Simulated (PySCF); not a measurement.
# [TlH]2+: forces at shaken geometries

Aim: move all atoms of relaxed [TlH]2+ at random and read energies and forces. The species was built from a template and needn't be a known compound.

The runs use PySCF 2.14.0; r2SCAN, Tl def2-SVP with ECP60, H def2-SVP; scalar-relativistic core potentials, no spin–orbit coupling.

3 further runs of the same task are left out: 2 for a known fault of the program, 1 set aside as unsound or not needed.

## 1. Starting geometry

2 atoms, charge 2, spin multiplicity 1.

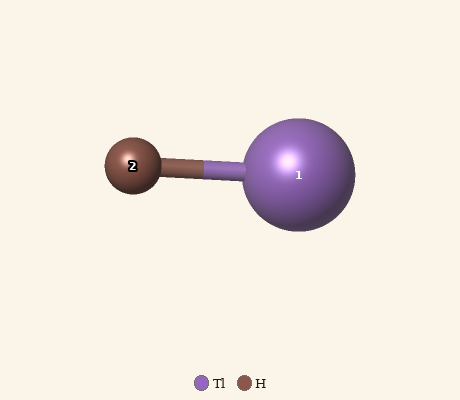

The geometry (thallium purple, hydrogen brown); atoms are numbered from 1 in the order of the file.

Geometry (Å):

```xyz
2
charge 2, multiplicity 1
Tl    0.0000    0.0000    0.0865
H     0.0000    0.0000    1.8642
```

Formal oxidation states: Tl +3. An earlier session relaxed this geometry at r2SCAN, Tl def2-SVP with ECP60, H def2-SVP (singlet, point group C∞v).

Its energy there is -172.247026 Eh.

## 2. Atoms moved at random, σ = 0.15 Å

Contents of run.py (the lines that set the calculation):

```python
mol = gto.M(atom='''
Tl    -0.00580     0.15994    -0.05774
H      0.00580    -0.15994     2.00846''',
    basis={'Tl': 'def2-SVP', 'H': 'def2-SVP'},
    ecp={'Tl': 'def2-SVP'},
    charge=2, spin=0)
mf = dft.RKS(mol, xc='R2SCAN')
mf.grids.atom_grid = (50, 194)
mf = mf.density_fit()  # fitting sets: Tl def2-universal-JKFIT, H def2-universal-JKFIT
mf.conv_tol = 1e-08; mf.max_cycle = 55
mf.kernel(dm0)  # dm0: the density of the relaxed state
```

Run with:

```bash
$ OMP_NUM_THREADS=2 python run.py
```

What it wrote:

```text
init E= -172.078379884688
  HOMO = -0.965779456665313  LUMO = -0.794143706167613  gap/eV = 4.67045
cycle= 1 E= -172.238101027133  delta_E= -0.16  |g|= 0.0636  |ddm|= 0.347
  HOMO = -0.909845033443175  LUMO = -0.750713353033703  gap/eV = 4.33019
cycle= 2 E= -172.235501984564  delta_E= 0.0026  |g|= 0.0922  |ddm|= 0.456
  HOMO = -0.91257500774806  LUMO = -0.748222196406986  gap/eV = 4.47227
cycle= 3 E= -172.239805488423  delta_E= -0.0043  |g|= 0.0153  |ddm|= 0.302
  HOMO = -0.915119770177423  LUMO = -0.751360343847868  gap/eV = 4.45612
cycle= 4 E= -172.239975347724  delta_E= -0.00017  |g|= 0.00332  |ddm|= 0.0594
  HOMO = -0.915396131242649  LUMO = -0.751624818925616  gap/eV = 4.45644
cycle= 5 E= -172.239982183982  delta_E= -6.84e-06  |g|= 0.000307  |ddm|= 0.00865
  HOMO = -0.915400386161237  LUMO = -0.751587420723363  gap/eV = 4.45758
cycle= 6 E= -172.239982256272  delta_E= -7.23e-08  |g|= 5.01e-05  |ddm|= 0.00126
  HOMO = -0.915398527258595  LUMO = -0.75159208497852  gap/eV = 4.45740
cycle= 7 E= -172.239982258159  delta_E= -1.89e-09  |g|= 3.46e-06  |ddm|= 0.000182
  HOMO = -0.915398410962523  LUMO = -0.751592358801957  gap/eV = 4.45739
Extra cycle  E= -172.239982258162  delta_E= -3.1e-12  |g|= 1.87e-06  |ddm|= 1.21e-05
converged SCF energy = -172.239982258162
```

Run time: 0.4 s. Hardware: 2 threads of Arm Neoverse V2, shared host.

Read off: E = -172.239982 Eh (+0.192 eV from the relaxed state), HOMO -24.91 eV, LUMO -20.45 eV, Mulliken charge on Tl1 +1.44 e, largest force component 0.882 eV/Å. 

| atom | Fx | Fy | Fz (eV/Å) |
| --- | --- | --- | --- |
| Tl1 | 0.005 | -0.137 | 0.882 |
| H2 | -0.005 | 0.137 | -0.882 |

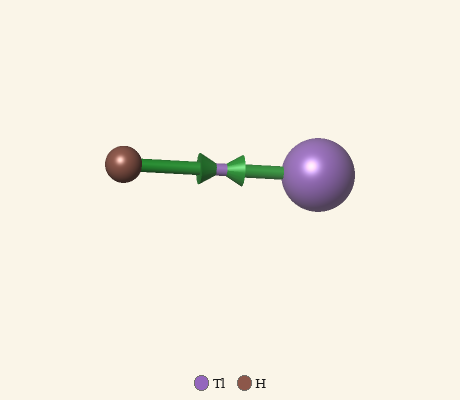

Forces as arrows, the longest for the largest force.

## 3. Atoms moved at random, σ = 0.1 Å

Edit run.py (the lines that set the calculation) of step 2 so:

```diff
@@ -1,4 +1,4 @@
 mol = gto.M(atom='''
-Tl    -0.00580     0.15994    -0.05774
-H      0.00580    -0.15994     2.00846''',
+Tl     0.00677     0.04929     0.10523
+H     -0.00677    -0.04929     1.84549''',
     basis={'Tl': 'def2-SVP', 'H': 'def2-SVP'},
```

Run with:

```bash
$ OMP_NUM_THREADS=2 python run.py
```

What it wrote:

```text
init E= -172.266007771665
  HOMO = -0.950957616664785  LUMO = -0.740169691699137  gap/eV = 5.73583
cycle= 1 E= -172.246848253573  delta_E= 0.0192  |g|= 0.00752  |ddm|= 0.0637
  HOMO = -0.957642453341939  LUMO = -0.746041999351895  gap/eV = 5.75794
cycle= 2 E= -172.246854698708  delta_E= -6.45e-06  |g|= 0.00618  |ddm|= 0.0311
  HOMO = -0.957209124196813  LUMO = -0.745741433279005  gap/eV = 5.75433
cycle= 3 E= -172.246866783864  delta_E= -1.21e-05  |g|= 0.00172  |ddm|= 0.0174
  HOMO = -0.956958374770506  LUMO = -0.745542635552883  gap/eV = 5.75292
cycle= 4 E= -172.24686843642  delta_E= -1.65e-06  |g|= 0.00039  |ddm|= 0.00586
  HOMO = -0.956958224351954  LUMO = -0.74553758832155  gap/eV = 5.75305
cycle= 5 E= -172.246868521047  delta_E= -8.46e-08  |g|= 1.03e-05  |ddm|= 0.00104
  HOMO = -0.956955895272573  LUMO = -0.745534566748907  gap/eV = 5.75307
cycle= 6 E= -172.246868521095  delta_E= -4.78e-11  |g|= 2.92e-06  |ddm|= 4.29e-05
  HOMO = -0.956956714147193  LUMO = -0.745535258215114  gap/eV = 5.75307
Extra cycle  E= -172.246868521094  delta_E= 8.81e-13  |g|= 3.09e-06  |ddm|= 1.56e-05
converged SCF energy = -172.246868521094
```

Wall time 0.3 s (2 threads of Arm Neoverse V2, shared host).

Result: E = -172.246869 Eh (+0.004 eV from the relaxed state), HOMO -26.04 eV, LUMO -20.29 eV, Mulliken charge on Tl1 +1.54 e, largest force component 0.261 eV/Å. 

| atom | Fx | Fy | Fz (eV/Å) |
| --- | --- | --- | --- |
| Tl1 | 0.002 | 0.015 | -0.261 |
| H2 | -0.002 | -0.015 | 0.261 |

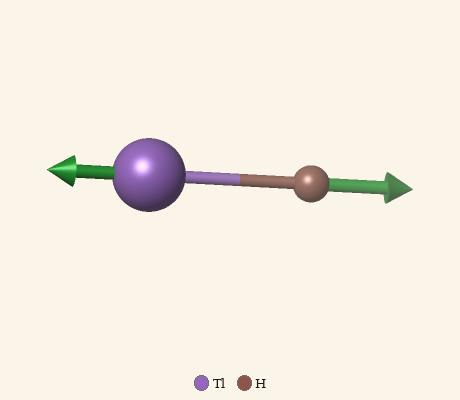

Forces as arrows, the longest for the largest force.

## 4. Atoms moved at random, σ = 0.06 Å

Edit run.py (the lines that set the calculation) of step 3 so:

```diff
@@ -1,4 +1,4 @@
 mol = gto.M(atom='''
-Tl     0.00677     0.04929     0.10523
-H     -0.00677    -0.04929     1.84549''',
+Tl    -0.05232    -0.01889     0.04844
+H      0.05232     0.01889     1.90228''',
     basis={'Tl': 'def2-SVP', 'H': 'def2-SVP'},
```

Run with:

```bash
$ OMP_NUM_THREADS=2 python run.py
```

What it wrote:

```text
init E= -172.201682840723
  HOMO = -0.957211090507074  LUMO = -0.760256523870585  gap/eV = 5.35941
cycle= 1 E= -172.246248390778  delta_E= -0.0446  |g|= 0.0161  |ddm|= 0.0946
  HOMO = -0.94162930371988  LUMO = -0.746925462051555  gap/eV = 5.29816
cycle= 2 E= -172.24623752463  delta_E= 1.09e-05  |g|= 0.0163  |ddm|= 0.0806
  HOMO = -0.942519157677418  LUMO = -0.747265630941016  gap/eV = 5.31312
cycle= 3 E= -172.246335674139  delta_E= -9.81e-05  |g|= 0.00391  |ddm|= 0.0489
  HOMO = -0.943171147790365  LUMO = -0.74785792626929  gap/eV = 5.31474
cycle= 4 E= -172.246345168969  delta_E= -9.49e-06  |g|= 0.000864  |ddm|= 0.0139
  HOMO = -0.9432030216061  LUMO = -0.747883094395963  gap/eV = 5.31493
cycle= 5 E= -172.246345608332  delta_E= -4.39e-07  |g|= 2.45e-05  |ddm|= 0.00238
  HOMO = -0.943205219327104  LUMO = -0.747887773334557  gap/eV = 5.31486
cycle= 6 E= -172.246345608589  delta_E= -2.57e-10  |g|= 5.26e-06  |ddm|= 8.89e-05
  HOMO = -0.943204172125825  LUMO = -0.747886558286406  gap/eV = 5.31486
Extra cycle  E= -172.246345608575  delta_E= 1.44e-11  |g|= 7.08e-06  |ddm|= 3.56e-05
converged SCF energy = -172.246345608575
```

It took 0.3 s on 2 threads of Arm Neoverse V2, shared host.

Read off: E = -172.246346 Eh (+0.019 eV from the relaxed state), HOMO -25.67 eV, LUMO -20.35 eV, Mulliken charge on Tl1 +1.51 e, largest force component 0.435 eV/Å. 

```
atom      Fx      Fy  Fz (eV/Å)
 Tl1   0.023   0.008      0.435
  H2  -0.023  -0.008     -0.435
```

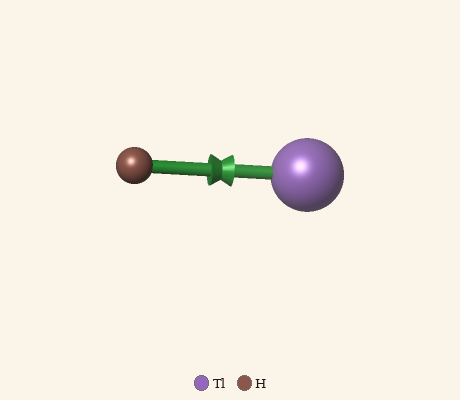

Forces as arrows, the longest for the largest force.

## 5. The displacements side by side

| σ (Å) | energy rise (eV) | harmonic estimate −½ F·u (eV) | largest force component (eV/Å) |
| --- | --- | --- | --- |
| 0.15 | 0.192 | 0.149 | 0.88 |
| 0.1 | 0.004 | 0.004 | 0.26 |
| 0.06 | 0.019 | 0.018 | 0.43 |

Every displacement raises the energy. For a harmonic well the rise equals −½ F·u; the two differ by at most 22 % here (a move with σ = 0.15 Å), from anharmonicity, the grid and the small forces left at the relaxed point. The bases are small and lack diffuse functions. Spin–orbit coupling is left out.
